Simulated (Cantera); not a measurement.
Charge: 1 mol C₂H₆, 1.5 mol H₂O, at 1527 °C.

Cantera equilibrium calculation (NASA polynomials, part measured and part estimated; ideal gas, pure solids and liquids). Candidate condensed phases: C, C₆H₆, C₇H₈, C₈H₁₈, H₂O; 110 gas species. The ideal-gas law is rough above about 30 bar. Rates play no part.

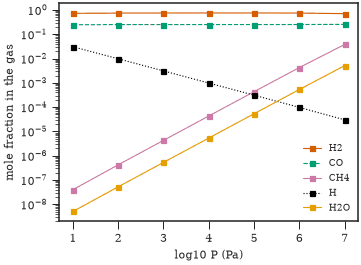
Figure. Equilibrium gas composition (values under 1e-9 drawn at 1e-9)

**Question.** Read off the mole fractions at 1.00 bar.

**Answer.** H₂ about 0.75, CO about 0.25, CH₄ about 0.00043, H about 0.00031, H₂O about 5.3e-5.
